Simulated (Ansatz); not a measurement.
# Al2H2 (singlet): B2PLYP, RKS PBE0, RPA-PBE over a scan of the scale of all distances, 6-31G, part 1 of 2

How well do these functionals follow the top wave-function level for Al2H2 (singlet) over a scan of the scale of all distances?

Method: 6-31G, all electrons in the functionals, frozen cores in the correlation of double hybrids and RPA; program: Ansatz 0.2.0, Gaussian basis.

To be run: B2PLYP, RKS PBE0, RPA-PBE, at 0.871; 1.000; 1.138; 1.317; 1.502; 1.722; 2.004; 2.401 (not every functional at every point).

20 further runs of the same task are left out: 1 for a mislabelled method, 1 for a known fault of the program, 13 that didn't finish, 5 set aside as unsound or not needed.

## Step 1: The geometry

The geometry derives from a PBE0/def2-TZVP stationary point (not a proven minimum). All distances are scaled together.

4 atoms, charge 0, spin multiplicity 1.

Atoms are counted from 1 here; the program's logs count them from 0.

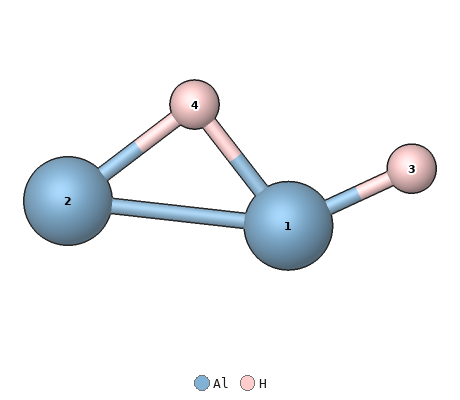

The geometry (aluminium light blue, hydrogen pink); atoms are numbered from 1 in the order of the file.

No dispersion term is added.

The geometry shown and the zero of energy belong to the point 1.000. The yardstick, FCI, and other wave-function levels (R restricted, U unrestricted, valence and pair active spaces) come from earlier runs.

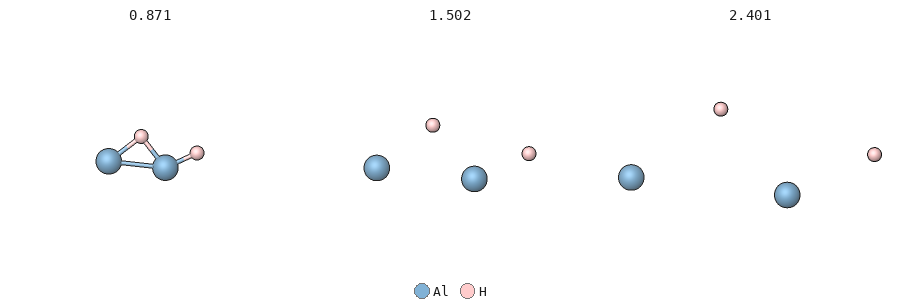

Three points of the scan; sticks are drawn by distance.

## Step 2: B2PLYP, 0.871

The input, in.yaml:

```yaml
crystal:
  periodic: [false, false, false]
  atoms:
    - {symbol: Al, position_ang: [0.000000, 0.080559, 1.101575]}
    - {symbol: Al, position_ang: [0.000000, -0.016809, -1.190570]}
    - {symbol: H, position_ang: [0.000000, -0.599424, 2.334602]}
    - {symbol: H, position_ang: [0.000000, -1.107114, 0.047697]}
basis:
  gaussian: {orbitals: 6-31G}
magnetization: {spin_polarized: true, initial_magnetization: 0}
hamiltonian: {xc: {name: B2PLYP}}
correlation: {electrons: outside_noble_gas}
```

Command:

```bash
ansatz run in.yaml --threads 1 --pin off --events-out ev --progress --plain --max-ram 2393MiB
```

Standard output:

```text
Functional definition: B2PLYP
  name "B2PLYP"
  cite "Grimme, J. Chem. Phys. 124, 034108 (2006) doi:10.1063/1.2148954"
  cite "Becke, Phys. Rev. A 38, 3098 (1988) doi:10.1103/PhysRevA.38.3098"
  cite "Lee, Yang & Parr, Phys. Rev. B 37, 785 (1988) doi:10.1103/PhysRevB.37.785"
  parameter a = 0.53
  parameter c = 0.27
  exchange = (1 - a)*b88_x + a*exact_x
  correlation = (1 - c)*lyp_c + c*(mp2_os + mp2_ss)
340 factors; integrals over basis functions are off by at most 1.4e-4 eV
mean field evaluation 1: about -13213.2923 eV, gradient 4.6e0 eV
mean field evaluation 2: about -13213.3594 eV, gradient 4.5e0 eV
mean field evaluation 4: about -13213.5950 eV, gradient 2.5e-1 eV
mean field evaluation 8: about -13213.5968 eV, gradient 1.2e-2 eV
mean field evaluation 16: about -13213.5968 eV, gradient 2.2e-6 eV
mean field evaluation 32: about -13213.5288 eV, gradient 2.8e-1 eV
mean field evaluation 64: about -13213.4639 eV, gradient 1.1e0 eV
mean field -13213.65807096 eV, -485.5929775687 hartree, gradient 9.9e-7 eV, S^2 0.466387; 9 other end points of the search recorded, 0 dependent functions left out
10 core orbitals not correlated: weight in the atoms' cores, before any rotation towards them, 1.000 or more for the frozen orbitals, at most 0.000 for the correlated occupied ones
reference -13213.65820576 eV, -485.5929825224 hartree; 4, 4 occupied and 16, 16 virtual orbitals, 340 factors
second order -2.19231481 eV of doubles, -0.00000000 eV of singles
Total energy: -13214.25013076 eV, -485.6147353648 hartree
```

It took 4.8 s on 1 thread of Arm Neoverse V1, shared host.

From the report: ⟨S²⟩ of the determinant 0.466 (pure singlet: 0.00).

## Step 3: B2PLYP, 1.000

The input, in.yaml:

```yaml
crystal:
  periodic: [false, false, false]
  atoms:
    - {symbol: Al, position_ang: [0.000000, 0.092491, 1.264725]}
    - {symbol: Al, position_ang: [0.000000, -0.019298, -1.366900]}
    - {symbol: H, position_ang: [0.000000, -0.688202, 2.680370]}
    - {symbol: H, position_ang: [0.000000, -1.271083, 0.054761]}
basis:
  gaussian: {orbitals: 6-31G}
magnetization: {spin_polarized: true, initial_magnetization: 0}
hamiltonian: {xc: {name: B2PLYP}}
correlation: {electrons: outside_noble_gas}
```

The command is unchanged.

Standard output, cut to the lines that bear on the results:

```text
Functional definition: B2PLYP
  name "B2PLYP"
  cite "Grimme, J. Chem. Phys. 124, 034108 (2006) doi:10.1063/1.2148954"
  cite "Becke, Phys. Rev. A 38, 3098 (1988) doi:10.1103/PhysRevA.38.3098"
  cite "Lee, Yang & Parr, Phys. Rev. B 37, 785 (1988) doi:10.1103/PhysRevB.37.785"
[...]
340 factors; integrals over basis functions are off by at most 1.5e-4 eV
[...]
mean field -13214.97230824 eV, -485.6412748980 hartree, gradient 2.6e-6 eV, S^2 0.000000; 6 other end points of the search recorded, 0 dependent functions left out
10 core orbitals not correlated: weight in the atoms' cores, before any rotation towards them, 1.000 or more for the frozen orbitals, at most 0.000 for the correlated occupied ones
reference -13214.97244996 eV, -485.6412801060 hartree; 4, 4 occupied and 16, 16 virtual orbitals, 340 factors
second order -2.51200867 eV of doubles, -0.00000000 eV of singles
Total energy: -13215.65069230 eV, -485.6662050522 hartree
```

It took 2.3 s on 1 thread of Arm Neoverse V1, shared host.

From the report: ⟨S²⟩ of the determinant 0.000 (pure singlet: 0.00).

## Step 4: B2PLYP, 1.138

The input, in.yaml:

```yaml
crystal:
  periodic: [false, false, false]
  atoms:
    - {symbol: Al, position_ang: [0.000000, 0.105254, 1.439257]}
    - {symbol: Al, position_ang: [0.000000, -0.021961, -1.555532]}
    - {symbol: H, position_ang: [0.000000, -0.783174, 3.050261]}
    - {symbol: H, position_ang: [0.000000, -1.446493, 0.062318]}
basis:
  gaussian: {orbitals: 6-31G}
hamiltonian: {xc: {name: B2PLYP}}
correlation: {electrons: outside_noble_gas}
```

Launched as before.

Standard output, cut to the lines that bear on the results:

```text
Functional definition: B2PLYP
  name "B2PLYP"
  cite "Grimme, J. Chem. Phys. 124, 034108 (2006) doi:10.1063/1.2148954"
  cite "Becke, Phys. Rev. A 38, 3098 (1988) doi:10.1103/PhysRevA.38.3098"
  cite "Lee, Yang & Parr, Phys. Rev. B 37, 785 (1988) doi:10.1103/PhysRevB.37.785"
[...]
340 factors; integrals over basis functions are off by at most 1.5e-4 eV
[...]
mean field -13214.62720417 eV, -485.6285925574 hartree, gradient 8.2e-6 eV, S^2 0.000000; 0 other end points of the search recorded, 0 dependent functions left out
10 core orbitals not correlated: weight in the atoms' cores, before any rotation towards them, 1.000 or more for the frozen orbitals, at most 0.000 for the correlated occupied ones
reference -13214.62734913 eV, -485.6285978843 hartree; 4, 4 occupied and 16, 16 virtual orbitals, 340 factors
second order -2.63856942 eV of doubles, -0.00000000 eV of singles
Total energy: -13215.33976287 eV, -485.6547786065 hartree
```

Wall time 0.9 s (1 thread of Arm Neoverse V1, shared host).

From 1.000: +7.2 kcal/mol.

## Step 5: B2PLYP, 1.317

The input, in.yaml:

```yaml
crystal:
  periodic: [false, false, false]
  atoms:
    - {symbol: Al, position_ang: [0.000000, 0.121810, 1.665643]}
    - {symbol: Al, position_ang: [0.000000, -0.025416, -1.800208]}
    - {symbol: H, position_ang: [0.000000, -0.906362, 3.530047]}
    - {symbol: H, position_ang: [0.000000, -1.674017, 0.072120]}
basis:
  gaussian: {orbitals: 6-31G}
hamiltonian: {xc: {name: B2PLYP}}
correlation: {electrons: outside_noble_gas}
```

The command is unchanged.

Standard output, cut to the lines that bear on the results:

```text
Functional definition: B2PLYP
  name "B2PLYP"
  cite "Grimme, J. Chem. Phys. 124, 034108 (2006) doi:10.1063/1.2148954"
  cite "Becke, Phys. Rev. A 38, 3098 (1988) doi:10.1103/PhysRevA.38.3098"
  cite "Lee, Yang & Parr, Phys. Rev. B 37, 785 (1988) doi:10.1103/PhysRevB.37.785"
[...]
340 factors; integrals over basis functions are off by at most 1.6e-4 eV
[...]
mean field -13213.31378854 eV, -485.5803254232 hartree, gradient 6.4e-6 eV, S^2 0.000000; 0 other end points of the search recorded, 0 dependent functions left out
10 core orbitals not correlated: weight in the atoms' cores, before any rotation towards them, 1.000 or more for the frozen orbitals, at most 0.000 for the correlated occupied ones
reference -13213.31393910 eV, -485.5803309560 hartree; 4, 4 occupied and 16, 16 virtual orbitals, 340 factors
second order -2.80463407 eV of doubles, -0.00000000 eV of singles
Total energy: -13214.07119030 eV, -485.6081594242 hartree
```

Wall time 0.9 s (1 thread of Arm Neoverse V1, shared host).

From 1.000: +36.4 kcal/mol.

## Step 6: B2PLYP, 1.502

The input, in.yaml:

```yaml
crystal:
  periodic: [false, false, false]
  atoms:
    - {symbol: Al, position_ang: [0.000000, 0.138921, 1.899617]}
    - {symbol: Al, position_ang: [0.000000, -0.028986, -2.053084]}
    - {symbol: H, position_ang: [0.000000, -1.033680, 4.025915]}
    - {symbol: H, position_ang: [0.000000, -1.909167, 0.082251]}
basis:
  gaussian: {orbitals: 6-31G}
magnetization: {spin_polarized: true, initial_magnetization: 0}
hamiltonian: {xc: {name: B2PLYP}}
correlation: {electrons: outside_noble_gas}
```

Same command.

Standard output, cut to the lines that bear on the results:

```text
Functional definition: B2PLYP
  name "B2PLYP"
  cite "Grimme, J. Chem. Phys. 124, 034108 (2006) doi:10.1063/1.2148954"
  cite "Becke, Phys. Rev. A 38, 3098 (1988) doi:10.1103/PhysRevA.38.3098"
  cite "Lee, Yang & Parr, Phys. Rev. B 37, 785 (1988) doi:10.1103/PhysRevB.37.785"
[...]
340 factors; integrals over basis functions are off by at most 1.8e-4 eV
[...]
mean field -13211.84223872 eV, -485.5262469647 hartree, gradient 1.6e-6 eV, S^2 0.004429; 9 other end points of the search recorded, 0 dependent functions left out
10 core orbitals not correlated: weight in the atoms' cores, before any rotation towards them, 1.000 or more for the frozen orbitals, at most 0.000 for the correlated occupied ones
reference -13211.84239377 eV, -485.5262526627 hartree; 4, 4 occupied and 16, 16 virtual orbitals, 340 factors
second order -3.01991509 eV of doubles, -0.00000000 eV of singles
Total energy: -13212.65777085 eV, -485.5562172175 hartree
```

Wall time 8 s (1 thread of Arm Neoverse V1, shared host).

From the report: ⟨S²⟩ of the determinant 0.004 (pure singlet: 0.00).

From 1.000: +69.0 kcal/mol.

## Step 7: B2PLYP, 1.722

The input, in.yaml:

```yaml
crystal:
  periodic: [false, false, false]
  atoms:
    - {symbol: Al, position_ang: [0.000000, 0.159269, 2.177856]}
    - {symbol: Al, position_ang: [0.000000, -0.033232, -2.353802]}
    - {symbol: H, position_ang: [0.000000, -1.185084, 4.615597]}
    - {symbol: H, position_ang: [0.000000, -2.188805, 0.094298]}
basis:
  gaussian: {orbitals: 6-31G}
magnetization: {spin_polarized: true, initial_magnetization: 0}
hamiltonian: {xc: {name: B2PLYP}}
correlation: {electrons: outside_noble_gas}
```

The command is unchanged.

Standard output, cut to the lines that bear on the results:

```text
Functional definition: B2PLYP
  name "B2PLYP"
  cite "Grimme, J. Chem. Phys. 124, 034108 (2006) doi:10.1063/1.2148954"
  cite "Becke, Phys. Rev. A 38, 3098 (1988) doi:10.1103/PhysRevA.38.3098"
  cite "Lee, Yang & Parr, Phys. Rev. B 37, 785 (1988) doi:10.1103/PhysRevB.37.785"
[...]
340 factors; integrals over basis functions are off by at most 2.6e-4 eV
[...]
mean field -13210.56046423 eV, -485.4791426210 hartree, gradient 1.5e-6 eV, S^2 0.868043; 15 other end points of the search recorded, 0 dependent functions left out
10 core orbitals not correlated: weight in the atoms' cores, before any rotation towards them, 1.000 or more for the frozen orbitals, at most 0.000 for the correlated occupied ones
reference -13210.56062704 eV, -485.4791486043 hartree; 4, 4 occupied and 16, 16 virtual orbitals, 340 factors
second order -2.15300359 eV of doubles, -0.00000000 eV of singles
Total energy: -13211.14193801 eV, -485.5005113884 hartree
```

Wall time 8.5 s (1 thread of Arm Neoverse V1, shared host).

From the report: ⟨S²⟩ of the determinant 0.868 (pure singlet: 0.00). The determinant is far from a pure spin state, so its energy mixes those of several spin states (harmless only where they are near-degenerate, as at dissociation).

From 1.000: +104.0 kcal/mol.

## Step 8: B2PLYP, 2.004

The input, in.yaml:

```yaml
crystal:
  periodic: [false, false, false]
  atoms:
    - {symbol: Al, position_ang: [0.000000, 0.185351, 2.534509]}
    - {symbol: Al, position_ang: [0.000000, -0.038674, -2.739268]}
    - {symbol: H, position_ang: [0.000000, -1.379157, 5.371461]}
    - {symbol: H, position_ang: [0.000000, -2.547251, 0.109741]}
basis:
  gaussian: {orbitals: 6-31G}
magnetization: {spin_polarized: true, initial_magnetization: 0}
hamiltonian: {xc: {name: B2PLYP}}
correlation: {electrons: outside_noble_gas}
```

Launched as before.

Standard output, cut to the lines that bear on the results:

```text
Functional definition: B2PLYP
  name "B2PLYP"
  cite "Grimme, J. Chem. Phys. 124, 034108 (2006) doi:10.1063/1.2148954"
  cite "Becke, Phys. Rev. A 38, 3098 (1988) doi:10.1103/PhysRevA.38.3098"
  cite "Lee, Yang & Parr, Phys. Rev. B 37, 785 (1988) doi:10.1103/PhysRevB.37.785"
[...]
342 factors; integrals over basis functions are off by at most 2.6e-4 eV
[...]
mean field -13209.71737082 eV, -485.4481595095 hartree, gradient 3.5e-6 eV, S^2 1.486423; 17 other end points of the search recorded, 0 dependent functions left out
10 core orbitals not correlated: weight in the atoms' cores, before any rotation towards them, 1.000 or more for the frozen orbitals, at most 0.000 for the correlated occupied ones
reference -13209.71754646 eV, -485.4481659644 hartree; 4, 4 occupied and 16, 16 virtual orbitals, 342 factors
second order -1.60311852 eV of doubles, -0.00000000 eV of singles
Total energy: -13210.15038846 eV, -485.4640726145 hartree
```

It took 13 s on 1 thread of Arm Neoverse V1, shared host.

From the report: ⟨S²⟩ of the determinant 1.486 (pure singlet: 0.00). The determinant is far from a pure spin state, so its energy mixes those of several spin states (harmless only where they are near-degenerate, as at dissociation).

From 1.000: +126.8 kcal/mol.

## Step 9: B2PLYP, 2.401

The input, in.yaml:

```yaml
crystal:
  periodic: [false, false, false]
  atoms:
    - {symbol: Al, position_ang: [0.000000, 0.222070, 3.036604]}
    - {symbol: Al, position_ang: [0.000000, -0.046335, -3.281927]}
    - {symbol: H, position_ang: [0.000000, -1.652374, 6.435568]}
    - {symbol: H, position_ang: [0.000000, -3.051871, 0.131481]}
basis:
  gaussian: {orbitals: 6-31G}
magnetization: {spin_polarized: true, initial_magnetization: 0}
hamiltonian: {xc: {name: B2PLYP}}
correlation: {electrons: outside_noble_gas}
```

Same command.

Standard output, cut to the lines that bear on the results:

```text
Functional definition: B2PLYP
  name "B2PLYP"
  cite "Grimme, J. Chem. Phys. 124, 034108 (2006) doi:10.1063/1.2148954"
  cite "Becke, Phys. Rev. A 38, 3098 (1988) doi:10.1103/PhysRevA.38.3098"
  cite "Lee, Yang & Parr, Phys. Rev. B 37, 785 (1988) doi:10.1103/PhysRevB.37.785"
[...]
343 factors; integrals over basis functions are off by at most 2.3e-4 eV
[...]
mean field -13209.26409374 eV, -485.4315018841 hartree, gradient 1.1e-6 eV, S^2 1.862931; 16 other end points of the search recorded, 0 dependent functions left out
10 core orbitals not correlated: weight in the atoms' cores, before any rotation towards them, 1.000 or more for the frozen orbitals, at most 0.000 for the correlated occupied ones
reference -13209.26428407 eV, -485.4315088787 hartree; 4, 4 occupied and 16, 16 virtual orbitals, 343 factors
second order -1.32442854 eV of doubles, -0.00000000 eV of singles
Total energy: -13209.62187978 eV, -485.4446502784 hartree
```

Wall time 22 s (1 thread of Arm Neoverse V1, shared host).

From the report: ⟨S²⟩ of the determinant 1.863 (pure singlet: 0.00). The determinant is far from a pure spin state, so its energy mixes those of several spin states (harmless only where they are near-degenerate, as at dissociation).

From 1.000: +139.0 kcal/mol.

## Step 10: RKS PBE0, 0.871

The input, in.yaml:

```yaml
crystal:
  periodic: [false, false, false]
  atoms:
    - {symbol: Al, position_ang: [0.000000, 0.080559, 1.101575]}
    - {symbol: Al, position_ang: [0.000000, -0.016809, -1.190570]}
    - {symbol: H, position_ang: [0.000000, -0.599424, 2.334602]}
    - {symbol: H, position_ang: [0.000000, -1.107114, 0.047697]}
basis:
  gaussian: {orbitals: 6-31G}
hamiltonian: {xc: {name: PBE0}}
```

Same command.

Standard output:

```text
Functional definition: PBE0
  name "PBE0"
  cite "Adamo & Barone, J. Chem. Phys. 110, 6158 (1999) doi:10.1063/1.478522"
  cite "Perdew, Burke & Ernzerhof, Phys. Rev. Lett. 77, 3865 (1996) doi:10.1103/PhysRevLett.77.3865"
  parent pbe
  parameter a = 0.25
  parameter kappa = 0.804
  parameter beta = 0.06672455060314922
  exchange = (1 - a)*pbe_x(kappa = kappa, mu = beta*pi^2/3) + a*exact_x
  correlation = pbe_c(beta = beta)
340 factors; integrals over basis functions are off by at most 1.4e-4 eV
mean field evaluation 1: about -13214.8227 eV, gradient 8.3e0 eV
mean field evaluation 2: about -13215.0817 eV, gradient 3.4e0 eV
mean field evaluation 4: about -13215.1470 eV, gradient 1.0e-1 eV
mean field evaluation 8: about -13215.1412 eV, gradient 1.2e-3 eV
mean field -13215.14117607 eV, -485.6474806762 hartree, gradient 2.5e-5 eV, S^2 0.000000; 0 other end points of the search recorded, 0 dependent functions left out
reference -13215.14120472 eV, -485.6474817291 hartree; 14, 14 occupied and 16, 16 virtual orbitals, 340 factors
Total energy: -13215.14120472 eV, -485.6474817291 hartree
```

Run time: 0.63 s. Hardware: 1 thread of Arm Neoverse V1, shared host.

## Step 11: RKS PBE0, 1.000

The input, in.yaml:

```yaml
crystal:
  periodic: [false, false, false]
  atoms:
    - {symbol: Al, position_ang: [0.000000, 0.092491, 1.264725]}
    - {symbol: Al, position_ang: [0.000000, -0.019298, -1.366900]}
    - {symbol: H, position_ang: [0.000000, -0.688202, 2.680370]}
    - {symbol: H, position_ang: [0.000000, -1.271083, 0.054761]}
basis:
  gaussian: {orbitals: 6-31G}
hamiltonian: {xc: {name: PBE0}}
```

Same command.

Standard output:

```text
Functional definition: PBE0
  name "PBE0"
  cite "Adamo & Barone, J. Chem. Phys. 110, 6158 (1999) doi:10.1063/1.478522"
  cite "Perdew, Burke & Ernzerhof, Phys. Rev. Lett. 77, 3865 (1996) doi:10.1103/PhysRevLett.77.3865"
  parent pbe
  parameter a = 0.25
  parameter kappa = 0.804
  parameter beta = 0.06672455060314922
  exchange = (1 - a)*pbe_x(kappa = kappa, mu = beta*pi^2/3) + a*exact_x
  correlation = pbe_c(beta = beta)
340 factors; integrals over basis functions are off by at most 1.5e-4 eV
mean field evaluation 1: about -13216.1359 eV, gradient 8.5e0 eV
mean field evaluation 2: about -13216.3516 eV, gradient 5.3e0 eV
mean field evaluation 4: about -13216.5405 eV, gradient 3.3e-1 eV
mean field evaluation 8: about -13216.5375 eV, gradient 1.8e-3 eV
mean field -13216.53753103 eV, -485.6987957745 hartree, gradient 2.4e-5 eV, S^2 0.000000; 0 other end points of the search recorded, 0 dependent functions left out
reference -13216.53756018 eV, -485.6987968457 hartree; 14, 14 occupied and 16, 16 virtual orbitals, 340 factors
Total energy: -13216.53756018 eV, -485.6987968457 hartree
```

Run time: 0.6 s. Hardware: 1 thread of Arm Neoverse V1, shared host.

## Step 12: RKS PBE0, 1.502

The input, in.yaml:

```yaml
crystal:
  periodic: [false, false, false]
  atoms:
    - {symbol: Al, position_ang: [0.000000, 0.138921, 1.899617]}
    - {symbol: Al, position_ang: [0.000000, -0.028986, -2.053084]}
    - {symbol: H, position_ang: [0.000000, -1.033680, 4.025915]}
    - {symbol: H, position_ang: [0.000000, -1.909167, 0.082251]}
basis:
  gaussian: {orbitals: 6-31G}
hamiltonian: {xc: {name: PBE0}}
```

Same command.

Standard output:

```text
Functional definition: PBE0
  name "PBE0"
  cite "Adamo & Barone, J. Chem. Phys. 110, 6158 (1999) doi:10.1063/1.478522"
  cite "Perdew, Burke & Ernzerhof, Phys. Rev. Lett. 77, 3865 (1996) doi:10.1103/PhysRevLett.77.3865"
  parent pbe
  parameter a = 0.25
  parameter kappa = 0.804
  parameter beta = 0.06672455060314922
  exchange = (1 - a)*pbe_x(kappa = kappa, mu = beta*pi^2/3) + a*exact_x
  correlation = pbe_c(beta = beta)
340 factors; integrals over basis functions are off by at most 1.8e-4 eV
mean field evaluation 1: about -13210.8183 eV, gradient 1.7e1 eV
mean field evaluation 2: about -13183.7424 eV, gradient 4.9e1 eV
mean field evaluation 4: about -13213.2817 eV, gradient 2.3e0 eV
mean field evaluation 8: about -13213.3324 eV, gradient 3.2e-1 eV
mean field evaluation 16: about -13213.3334 eV, gradient 5.2e-5 eV
mean field -13213.33342960 eV, -485.5810472189 hartree, gradient 5.2e-5 eV, S^2 0.000000; 0 other end points of the search recorded, 0 dependent functions left out
reference -13213.33345981 eV, -485.5810483289 hartree; 14, 14 occupied and 16, 16 virtual orbitals, 340 factors
Total energy: -13213.33345981 eV, -485.5810483289 hartree
```

Wall time 0.6 s (1 thread of Arm Neoverse V1, shared host).

From 1.000: +73.9 kcal/mol.

## Step 13: RKS PBE0, 1.722

The input, in.yaml:

```yaml
crystal:
  periodic: [false, false, false]
  atoms:
    - {symbol: Al, position_ang: [0.000000, 0.159269, 2.177856]}
    - {symbol: Al, position_ang: [0.000000, -0.033232, -2.353802]}
    - {symbol: H, position_ang: [0.000000, -1.185084, 4.615597]}
    - {symbol: H, position_ang: [0.000000, -2.188805, 0.094298]}
basis:
  gaussian: {orbitals: 6-31G}
hamiltonian: {xc: {name: PBE0}}
```

The command is unchanged.

Standard output:

```text
Functional definition: PBE0
  name "PBE0"
  cite "Adamo & Barone, J. Chem. Phys. 110, 6158 (1999) doi:10.1063/1.478522"
  cite "Perdew, Burke & Ernzerhof, Phys. Rev. Lett. 77, 3865 (1996) doi:10.1103/PhysRevLett.77.3865"
  parent pbe
  parameter a = 0.25
  parameter kappa = 0.804
  parameter beta = 0.06672455060314922
  exchange = (1 - a)*pbe_x(kappa = kappa, mu = beta*pi^2/3) + a*exact_x
  correlation = pbe_c(beta = beta)
340 factors; integrals over basis functions are off by at most 2.6e-4 eV
mean field evaluation 1: about -13207.9154 eV, gradient 1.9e1 eV
mean field evaluation 2: about -13162.1662 eV, gradient 4.4e1 eV
mean field evaluation 4: about -13211.6934 eV, gradient 2.6e0 eV
mean field evaluation 8: about -13211.7544 eV, gradient 6.3e-1 eV
mean field evaluation 16: about -13211.7587 eV, gradient 1.6e-4 eV
mean field -13211.75873728 eV, -485.5231783431 hartree, gradient 1.5e-5 eV, S^2 0.000000; 0 other end points of the search recorded, 0 dependent functions left out
reference -13211.75876861 eV, -485.5231794946 hartree; 14, 14 occupied and 16, 16 virtual orbitals, 340 factors
Total energy: -13211.75876861 eV, -485.5231794946 hartree
```

Wall time 0.66 s (1 thread of Arm Neoverse V1, shared host).

From 1.000: +110.2 kcal/mol.

(Continued in part 2 of 2.)
